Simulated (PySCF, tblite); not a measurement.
# C₃H₆BO radical: geometry, infrared bands and EPR parameters

What infrared bands and EPR parameters should C₃H₆BO radical (`B/C=C/O[CH2]`) show?

Computed with tblite 0.8.0 and PySCF 2.14.0, with density-fitted response routines of our own, on a single molecule in the gas phase. Atoms are numbered from 0 throughout.

**1. The starting structure**

11 atoms, charge 0, multiplicity 2; geometry from: force field or distance geometry start.

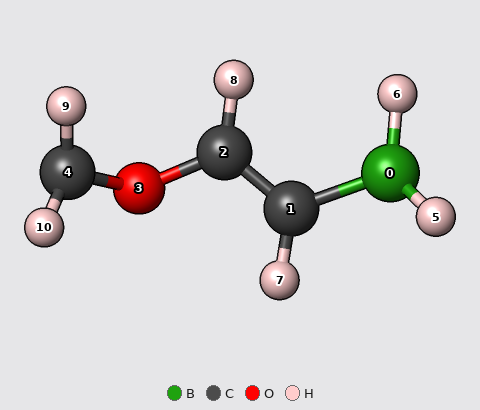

As it starts; boron green, carbon dark grey, oxygen red, hydrogen pink, atoms numbered; sticks join atoms by distance.

**2. Optimising the geometry with GFN2-xTB**

Job settings and geometry (Å):

```
{"job": {"kind": "relax", "xc": "GFN2-xTB", "basis": "xTB"}, "charge": 0, "multiplicity": 2}
B      2.327800    -0.062000     0.213800
C      0.865100    -0.607500    -0.086500
C     -0.076400     0.198700    -0.506100
O     -1.338600    -0.349500    -0.753100
C     -2.479600     0.101700    -0.079900
H      2.896800    -0.555600     1.100700
H      2.492600     1.061300    -0.132100
H      0.649500    -1.656000     0.078200
H      0.102800     1.263700    -0.674300
H     -2.507100     1.165500     0.161100
H     -2.927500    -0.557600     0.652300
```

On the command line:

```bash
OMP_NUM_THREADS=1 python probes_run.py task.json out
```

The driver reads the jobs from task.json and runs them one after another.

Log:

```text
step      E/eV     max force
  0    -398.21404    2.759
  1    -398.37242    1.510
  2    -398.45278    0.938
  3    -398.54355    0.934
  4    -398.60542    0.713
  5    -398.63931    0.551
  6    -398.66740    0.648
  7    -398.70422    0.671
  8    -398.75414    0.857
  9    -398.81505    0.902
 10    -398.87277    0.586
 11    -398.91656    0.424
 12    -398.94618    0.380
 13    -398.96199    0.330
 14    -398.97314    0.289
 15    -398.98379    0.329
 16    -398.99698    0.363
 17    -399.01465    0.396
 18    -399.03316    0.429
 19    -399.04931    0.329
 20    -399.06153    0.287
 21    -399.06977    0.248
 22    -399.07965    0.282
 23    -399.09410    0.344
 24    -399.11349    0.389
 25    -399.13231    0.501
 26    -399.14947    0.378
 27    -399.16256    0.328
 28    -399.16944    0.343
 29    -399.17505    0.263
 30    -399.18079    0.167
 31    -399.18393    0.135
 32    -399.18663    0.134
 33    -399.18849    0.160
 34    -399.19023    0.097
 35    -399.19168    0.104
 36    -399.19273    0.096
 37    -399.19363    0.097
 38    -399.19468    0.110
 39    -399.19587    0.085
 40    -399.19683    0.088
 41    -399.19753    0.077
 42    -399.19823    0.067
 43    -399.19908    0.070
 44    -399.19996    0.073
 45    -399.20064    0.061
 46    -399.20123    0.072
 47    -399.20195    0.095
 48    -399.20293    0.095
 49    -399.20387    0.061
 50    -399.20431    0.042
 51    -399.20446    0.037
 52    -399.20456    0.034
 53    -399.20472    0.028
 54    -399.20491    0.025
 55    -399.20503    0.019
 56    -399.20508    0.014
 57    -399.20509    0.012
 58    -399.20511    0.013
 59    -399.20514    0.015
 60    -399.20517    0.016
 61    -399.20519    0.014
 62    -399.20522    0.012
 63    -399.20525    0.012
 64    -399.20529    0.013
 65    -399.20532    0.012
 66    -399.20534    0.014
 67    -399.20537    0.015
 68    -399.20539    0.012
 69    -399.20541    0.006
```

It took 0.25 s on 1 thread of Arm Neoverse V1, shared host.

Step by step: (not every step is listed)

```tsv
step	energy from step 0 (eV)	largest force (eV/Å)
0	0.0000	2.7590
1	-0.1584	1.5102
2	-0.2387	0.9382
3	-0.3295	0.9343
4	-0.3914	0.7133
5	-0.4253	0.5513
6	-0.4534	0.6477
7	-0.4902	0.6712
8	-0.5401	0.8572
13	-0.7480	0.3297
18	-0.8191	0.4294
23	-0.8801	0.3444
28	-0.9554	0.3435
33	-0.9744	0.1601
38	-0.9806	0.1102
43	-0.9850	0.0700
48	-0.9889	0.0953
53	-0.9907	0.0285
58	-0.9911	0.0134
63	-0.9912	0.0122
64	-0.9912	0.0132
65	-0.9913	0.0122
66	-0.9913	0.0140
67	-0.9913	0.0154
68	-0.9914	0.0116
69	-0.9914	0.0062
```

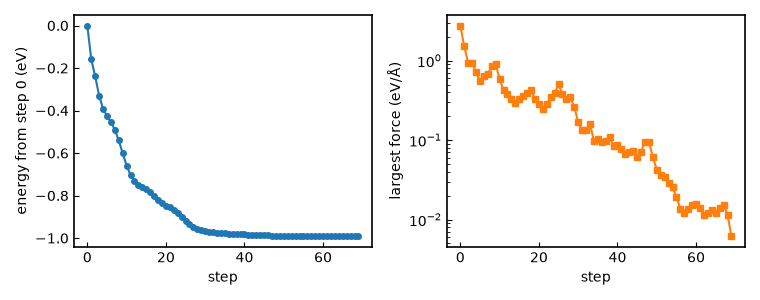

Energy and largest force along the relaxation.

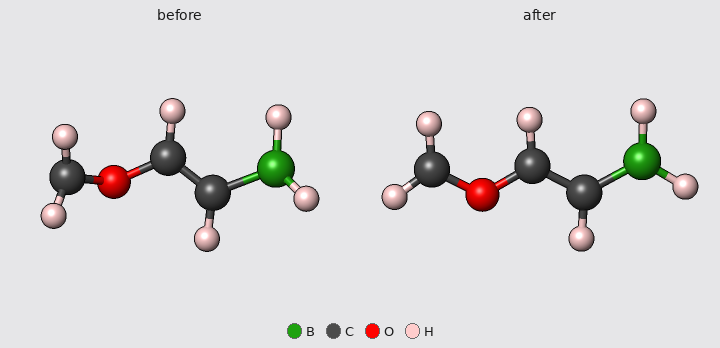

Before and after, at one scale.

Close pairs (by a distance rule), those that changed most:

```tsv
bond	before (Å)	after (Å)	change (Å)
O3–C4	1.400	1.317	-0.083
B0–C1	1.590	1.520	-0.070
C2–O3	1.398	1.331	-0.067
C1–C2	1.309	1.360	+0.052
B0–H6	1.187	1.172	-0.015
C4–H9	1.091	1.077	-0.014
C4–H10	1.082	1.071	-0.012
B0–H5	1.164	1.170	+0.007
```

The final coordinates are the input of the step that follows.

**3. Infrared spectrum with GFN2-xTB**

Job settings and geometry (Å):

```
{"job": {"kind": "ir", "xc": "GFN2-xTB", "basis": "xTB"}, "charge": 0, "multiplicity": 2}
B      2.370864     0.006862     0.119313
C      0.987122    -0.622618     0.127936
C     -0.161810     0.089662    -0.022055
O     -1.357863    -0.494948    -0.012151
C     -2.477961     0.182577    -0.154291
H      3.321627    -0.661746     0.254891
H      2.481237     1.164530    -0.024409
H      0.846893    -1.689981     0.255081
H     -0.151425     1.168348    -0.156065
H     -2.471799     1.251437    -0.285168
H     -3.381459    -0.391453    -0.129046
```

Log:

```text
mode    cm-1     km/mol
  1     151.7      0.13
  2     190.0      2.71
  3     222.9      0.34
  4     297.3      1.13
  5     401.8      2.62
  6     408.8     47.19
  7     488.1     15.08
  8     498.6      1.28
  9     767.8      9.70
 10     817.5     13.73
 11     820.3    131.43
 12     973.5     24.35
 13    1019.3     30.15
 14    1062.2      2.70
 15    1132.2    122.90
 16    1206.0     13.50
 17    1269.0     49.06
 18    1285.8     25.06
 19    1308.3    112.92
 20    1375.9     38.55
 21    1540.0    140.41
 22    2620.0    199.21
 23    2653.8    183.18
 24    3005.7     31.53
 25    3047.8     60.33
 26    3095.3     24.34
 27    3186.5      8.24
```

It took 0.18 s on 1 thread of Arm Neoverse V1, shared host.

Which atoms move in the most intense modes:

```tsv
cm⁻¹	km/mol	atoms
820	131.4	H5 27 %, H6 26 %, B0 23 %
1132	122.9	O3 24 %, H9 22 %, C4 18 %, C2 17 %
1269	49.1	H7 28 %, C2 15 %, H8 12 %, C1 10 %
1308	112.9	O3 44 %, C4 12 %, H10 10 %
1540	140.4	C2 45 %, C1 42 %
2620	199.2	H6 73 %, H5 22 %
2654	183.2	H5 70 %, H6 19 %, B0 11 %
3048	60.3	H7 90 %
```

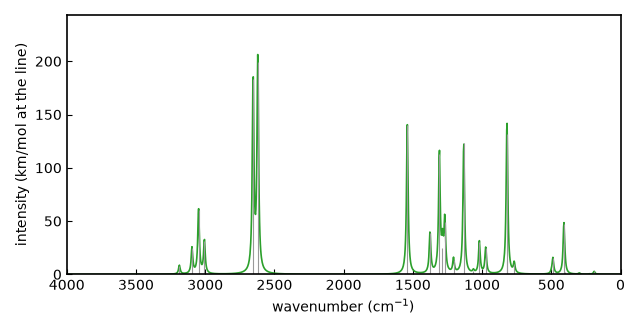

The infrared spectrum from these modes, unscaled. Lines are broadened to a width of 14 cm⁻¹ (Lorentzian).

**4. g tensor and hyperfine couplings: B3LYP/pcH-1**

Settings changed since step 3:

```diff
@@ -1,2 +1,2 @@
-{"job": {"kind": "ir", "xc": "GFN2-xTB", "basis": "xTB"}, "charge": 0, "multiplicity": 2}
+{"job": {"kind": "epr", "basis": "pcH-1"}, "charge": 0, "multiplicity": 2}
 B      2.370864     0.006862     0.119313
```

Method: UKS B3LYP, pcH-1 on B C H O, non-relativistic, mean-field spin-orbit, GIAO.

Log:

```text
UKS, coarse grid
  cycle   1  E = -217.82605166  |g| = 3.89e-01
  cycle   2  E = -217.66511333  |g| = 6.44e-01
  cycle   3  E = -217.91147287  |g| = 1.03e-01
  cycle   4  E = -217.91568687  |g| = 6.82e-02
  cycle   5  E = -217.91746413  |g| = 1.93e-02
  cycle   6  E = -217.91773164  |g| = 7.03e-03
  cycle   7  E = -217.91777255  |g| = 3.31e-03
  cycle   8  E = -217.91777920  |g| = 1.53e-03
  cycle   9  E = -217.91778130  |g| = 3.44e-04
UKS, final grid
  cycle   1  E = -217.91777054  |g| = 3.23e-04
  cycle   2  E = -217.91777057  |g| = 5.30e-04
  cycle   3  E = -217.91777067  |g| = 8.66e-05
  cycle   4  E = -217.91777070  |g| = 1.03e-04
  cycle   5  E = -217.91777071  |g| = 2.58e-05
  cycle   6  E = -217.91777071  |g| = 7.99e-06
E = -217.91777071 Eh   <S^2> = 0.7576 (exact 0.7500)
g shifts (ppm)      1          2          3
  rmc          -162       -162       -162
  gc             -3         43         31
  oz_so         -12        520       1469
  total        -177        401       1338
hyperfine (MHz)  atom isotope    a_iso     a_fc   dipolar eigenvalues
    0   11B       0.86       0.86     -3.95     -2.76      6.71
    1   13C       3.52       3.52     -8.07     -7.12     15.19
    2   13C      -4.90      -4.90     -4.62      0.17      4.45
    3   17O      -8.96      -8.96    -37.03     17.44     19.59
    4   13C      80.50      80.50    -76.40    -73.91    150.31
    5    1H      -4.27      -4.27     -2.33     -0.46      2.79
    6    1H      -4.00      -4.00     -1.60     -0.62      2.21
    7    1H      -5.88      -5.88     -1.41     -1.40      2.81
    8    1H       1.03       1.03     -4.17     -3.31      7.47
    9    1H     -61.13     -61.13    -35.58     -0.06     35.64
   10    1H     -62.75     -62.75    -35.93      0.02     35.92
```

Wall time 20 s (1 thread of Arm Neoverse V1, shared host); peak memory 0.69 GiB.

Principal g values 2.00214, 2.00272, 2.00366; g(iso) = 2.00284, against 2.00232 for a free electron.

Hyperfine couplings; where a row names several nuclei, a(iso) is their mean (it holds for fast rotation or exchange) and the dipolar term the largest among them:

```tsv
nuclei	isotope	a(iso) (MHz)	a(iso) (G, at g = 2.0023)	largest dipolar term (MHz)
C4	13C	80.5	28.7	150.3
H9, H10	1H	-61.9	-22.1	-35.9
O3	17O	-9.0	-3.2	-37.0
H7	1H	-5.9	-2.1	2.8
C2	13C	-4.9	-1.7	-4.6
H5, H6	1H	-4.1	-1.5	2.8
C1	13C	3.5	1.3	15.2
H8	1H	1.0	0.4	7.5
B0	11B	0.9	0.3	6.7
```

Mulliken spin populations:

```tsv
atom	value (e)
B0	0.08
C1	0.11
C2	-0.05
O3	0.05
C4	0.91
H5	0.00
H6	0.00
H7	0.00
H8	0.00
H9	-0.04
H10	-0.04
```

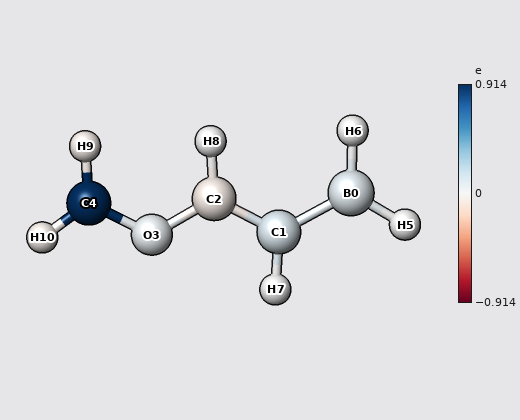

Mulliken spin populations, as colours on the atoms.

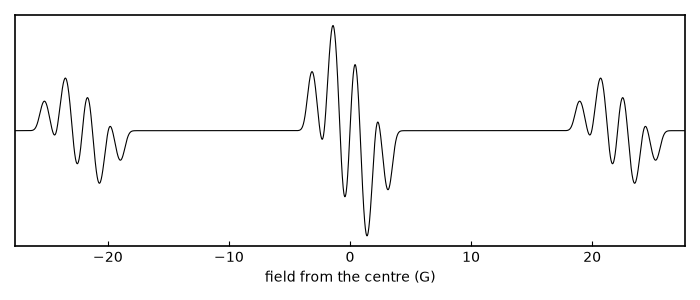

First-order isotropic spectrum (first derivative, main isotopes with spin only, couplings over 0.8 MHz, Gaussian width 0.3 G; couplings of the frozen geometry, rotation of groups not averaged beyond the rows shown).

Orbitals, density, ELF and potential are computed afterwards from the orbital file.

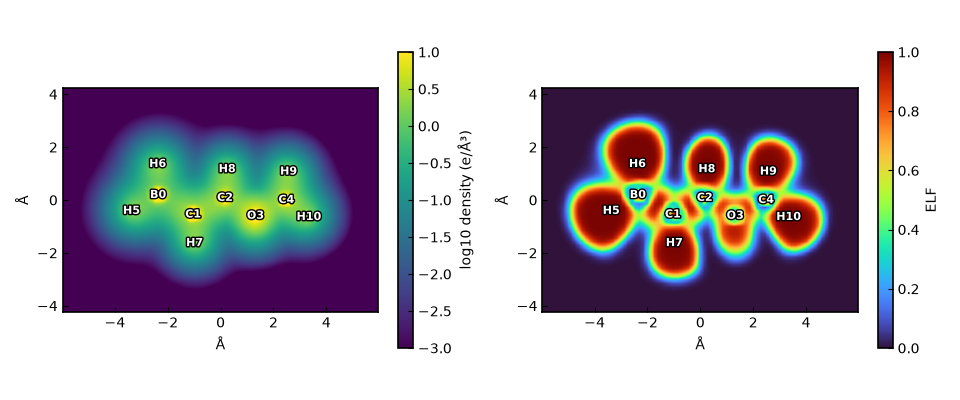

Density (left) and ELF (right) in a plane through or near 11 of the atoms.

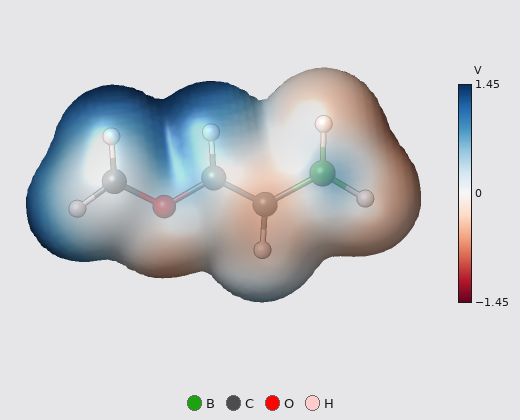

The potential that a unit positive charge feels on the 0.002 e/bohr³ surface, from -0.66 to 1.45 V.

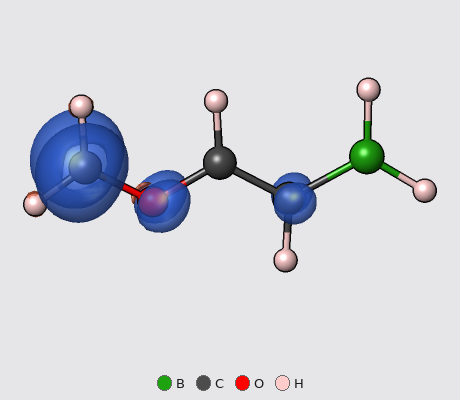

Spin density at ±0.04 e/Å³ (alpha excess blue, beta excess red).

**5. Results**

| quantity | value |
| --- | --- |
| strongest single infrared mode (GFN2-xTB) | 2620 cm⁻¹, 199 km/mol |
| zero-point energy (GFN2-xTB) | 49.8 kcal/mol |
| g(iso) (B3LYP) | 2.00284 |
| ⟨S²⟩ | 0.758 (exact 0.75) |
| largest a(iso) (averaged by class) | 13C on C4, 80.5 MHz |
| potential on the surface of density 0.002 e/bohr³, 1st and 99th percentile | -0.66 V and 1.45 V |

In words: Relaxing lowered the energy by 0.991 eV in 69 steps; the close pair that moved most is O3–C4, from 1.400 to 1.317 Å. No mode is imaginary among the 27: a minimum at this level. The strongest single mode, at 2620 cm⁻¹, moves mainly H6. Unscaled tight-binding wavenumbers are off by several per cent, some by more. Its intensities can rank the bands wrongly. Most of the unpaired spin sits on C4 (0.91 e). The isotropic g lies 0.5 ppt above the free-electron value. The conformer search found further structures of the same energy, which may be mirror or relabelled copies of this one.
